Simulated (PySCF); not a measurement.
Cd(iPr)(SiH3), SMILES C[CH](C)[Cd][SiH3] at its GFN2-xTB optimised geometry (Å):

```
15

Cd    -0.4014    -1.1509     0.0000
C     -1.8545     0.5788     0.0000
C     -1.5250     1.3267    -1.2943
C     -1.3902     1.4061     1.2012
H     -2.9406     0.4530     0.0627
H     -1.9478     2.3379    -1.2888
H     -0.4358     1.4322    -1.4237
H     -1.9315     0.8034    -2.1647
H     -1.6961     0.9385     2.1423
H     -1.8162     2.4156     1.1794
H     -0.2937     1.5176     1.2037
Si     2.1968    -1.1509     0.0000
H      2.9406    -2.4156    -0.1755
H      2.7665    -0.5895     1.2519
H      2.7531    -0.2747    -1.0639
```

Computed with PBE0/def2-TZVP, def2 effective core potentials past Kr in PySCF. The core electrons that the potentials of Cd replace are not part of the density. Cells within 0.4 Å of a nucleus heavier than hydrogen are left out (blank, or x).

Map of the electron localisation function on the plane z = 1.0 Å:

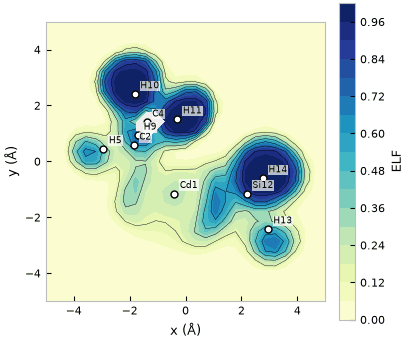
Fig. 1. Electron localisation function on the plane z = 1.0 Å.
